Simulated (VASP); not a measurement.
```xyz
4
Lattice="1.7313 0.9996 6.2496 -1.7313 0.9996 6.2496 0.0000 -1.9991 6.2496" Properties=species:S:1:pos:R:3 pbc="T T T"
Tl     0.0000     0.0000     9.3745
Au     0.0000     0.0000     0.0000
O      0.0000     0.0000    16.7412
O      0.0000     0.0000     2.0077
```

These are PBEsol GGA, VASP's PBE PAW potentials (set 64) (plane waves; VASP 6.6.1) values and carry that method's errors. Settings: 520 eV cut-off, 12×12×12 Γ-centred mesh, tetrahedra with Blöchl corrections, potentials Tl_d Au O.

Unless said otherwise, spin-orbit coupling is left out, though it shifts the bands of the heavy elements here.

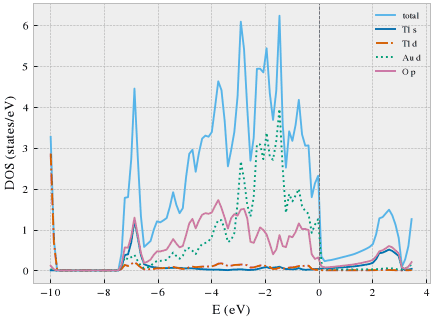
Total and projected density of states, zero at the Fermi level

Within 2 eV below the Fermi level the largest weight inside VASP's projection spheres is Au d, then O p.

It has no gap at this level: it comes out as a metal or semimetal.

The structure comes from a computed database's TlAuO2 entry (R-3m); how it stands against other phases isn't given here. It was relaxed first.
